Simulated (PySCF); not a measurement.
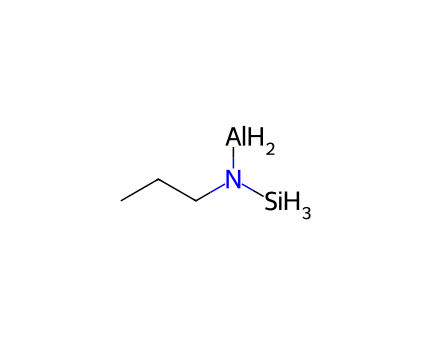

Write the SMILES.

CCC[N]([AlH2])[SiH3]

What is the molecular formula?

C3H12AlNSi.

An optimisation with GFN2-xTB gave a structure of which point group?

C1. Other conformers may differ.

More results for the same structure follow; atom numbers are the same in all pictures, views and colours differ. The computed structure is the end point of a GFN2-xTB optimisation. No frequency run is at hand to confirm it as a minimum.

## Geometry

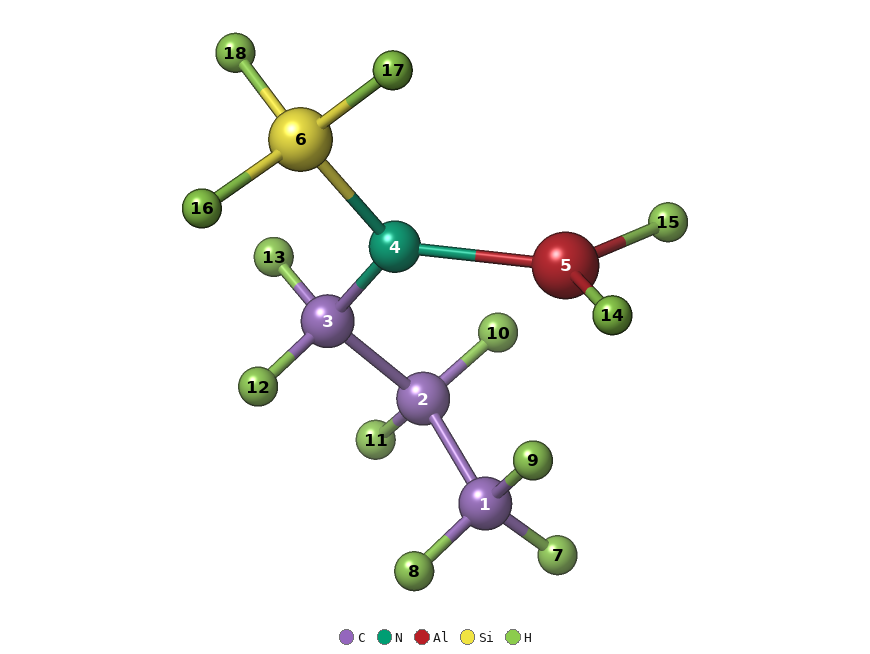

Numbered structure. No frequency run is at hand to confirm it as a minimum.

Which atoms are bonded, and how long are the bonds? Leave out bonds to hydrogen.

```tsv
bond	length (Å)
C1–C2	1.519
C2–C3	1.525
C3–N4	1.459
N4–Al5	1.816
N4–Si6	1.739
```

## Excitation

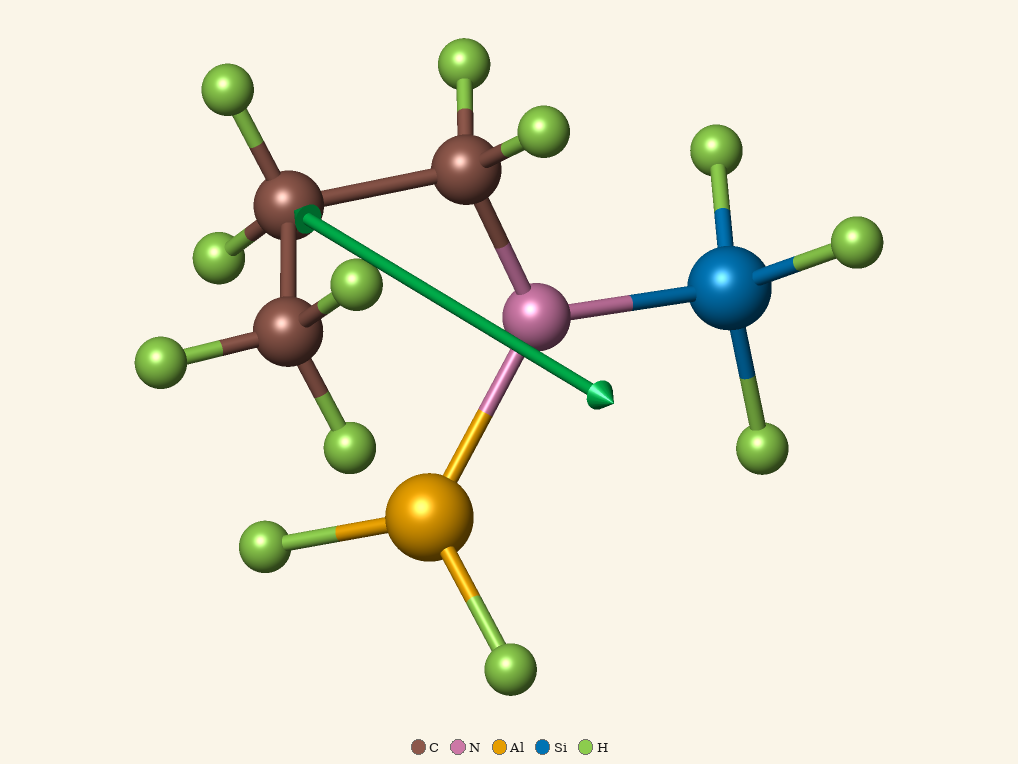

The double arrow shows the direction of the transition dipole to excited singlet state 4 (its length means nothing). No frequency run is at hand to confirm it as a minimum. Properties computed with TDDFT PBE0/def2-SVPD, vertical, gas phase, core orbitals frozen in the response (PySCF 2.14.0).

Where does the transition lie, and how strong is it?

6.08 eV (204 nm), oscillator strength 0.027, mainly HOMO → LUMO+2 (weight 0.86); transition dipole 1.09 D.

## Charges

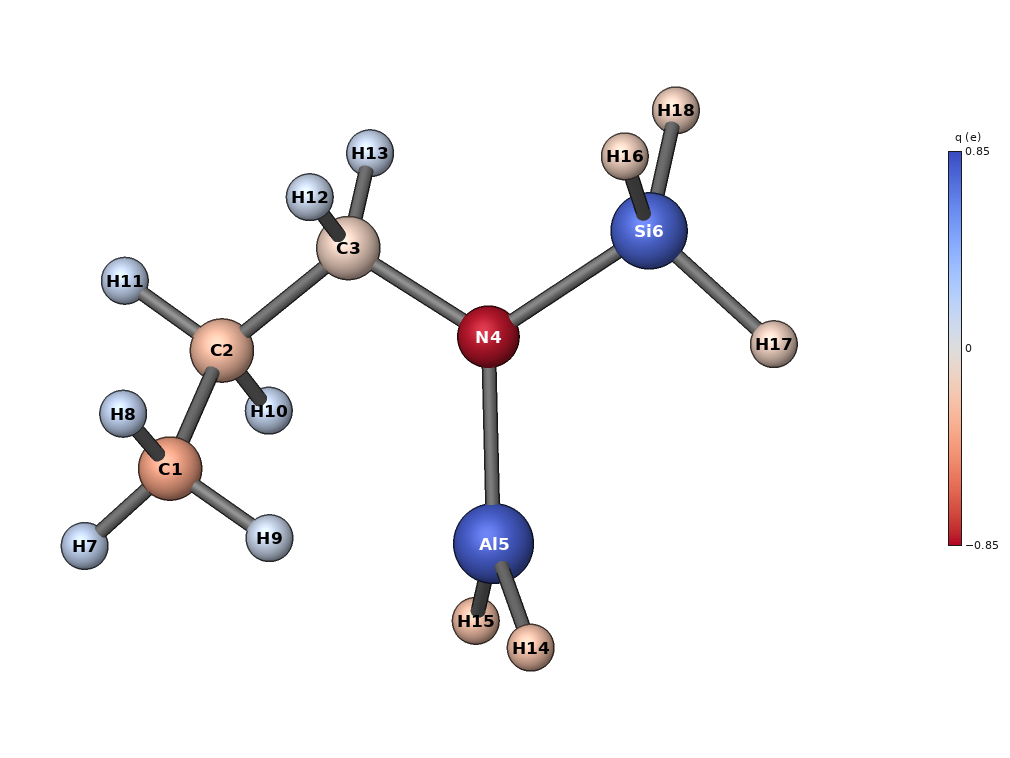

Atoms are coloured by their IAO charges. No frequency run is at hand to confirm it as a minimum. Method: PBE0/pcSseg-1, gas phase (PySCF 2.14.0).

Which atom carries the highest charge (most positive or least negative)?

Al5 (0.77 e).

And the lowest?

N4 (−0.82 e).

Give the IAO charges atom by atom.

| atom | value (e) |
| --- | --- |
| C1 | −0.37 |
| C2 | −0.26 |
| C3 | −0.13 |
| N4 | −0.82 |
| Al5 | 0.77 |
| Si6 | 0.74 |
| H7 | 0.15 |
| H8 | 0.15 |
| H9 | 0.11 |
| H10 | 0.14 |
| H11 | 0.14 |
| H12 | 0.12 |
| H13 | 0.13 |
| H14 | −0.23 |
| H15 | −0.23 |
| H16 | −0.15 |
| H17 | −0.13 |
| H18 | −0.14 |

## Polarisability

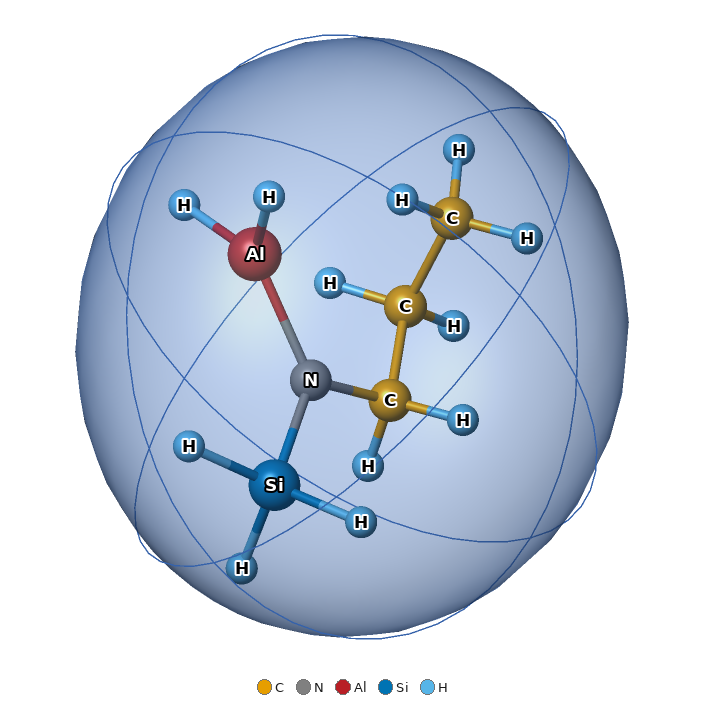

The ellipsoid shows the static dipole polarisability: its half-axes are proportional to the principal values. No frequency run is at hand to confirm it as a minimum. Method: PBE0/def2-SVPD (PySCF 2.14.0).

Give the principal values, the mean and the anisotropy.

Principal values 85.9, 99.8, 108.3 bohr³; mean 98.0 bohr³ (14.52 Å³); anisotropy 19.6 bohr³, so the longest axis is 1.26 times the shortest.

The geometry is semi-empirical. Around Al, Si such bond lengths and angles can be off by a tenth of an ångström or more and by several degrees, and values that hang on the shape move with them.
